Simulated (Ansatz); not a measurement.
A periodic structure is given below.

```
Pt
1.0
     2.80729    0.00000    0.00000
     0.00000    3.97011    0.00000
     0.00000    0.00000   24.82553
Pt
8
Direct
  0.50000 0.50000 0.30738
  0.00000 0.00000 0.35524
  0.50000 0.50000 0.41617
  0.00000 0.00000 0.47177
  0.50000 0.50000 0.52823
  0.00000 0.00000 0.58383
  0.50000 0.50000 0.64476
  0.00000 0.00000 0.69262
```

Say what kind of structure these coordinates give.

The element is platinum. The cell holds eight atoms. Within bonding distance, the neighbour counts come to Pt 7 to 12 (mean 10.5). The bonds build Pt layers parallel to (001).

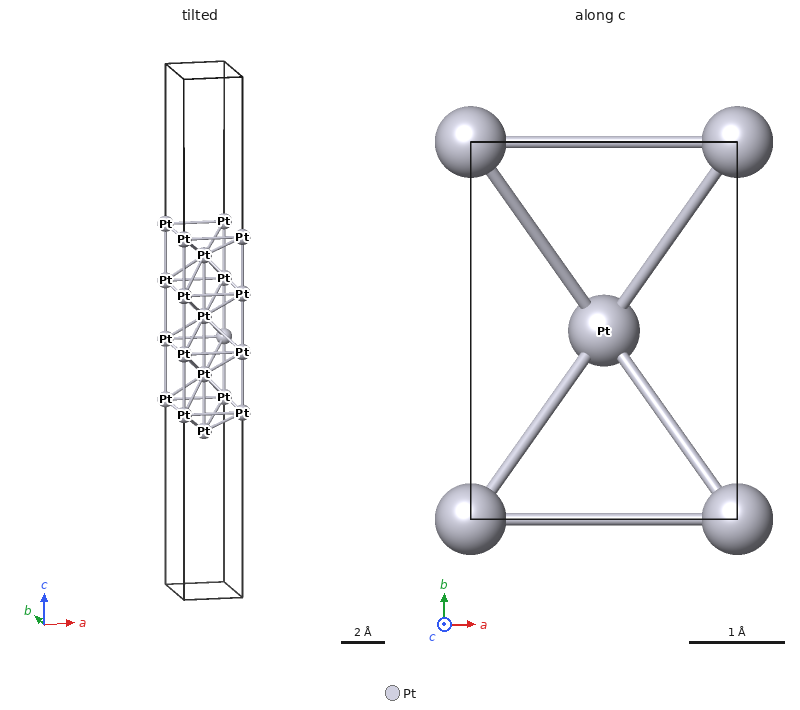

View slightly off an axis and along the c axis, drawn as a ball-and-stick model. One simulation cell is outlined, and atoms on its boundary appear in each equivalent place. Colours: platinum light grey.

The structure was taken from the standard structure of this element; a slab was cut from it. The atoms were relaxed in a fixed cell with Ansatz 0.2.0, DFT PBE, scalar-relativistic, plane waves, PAW.
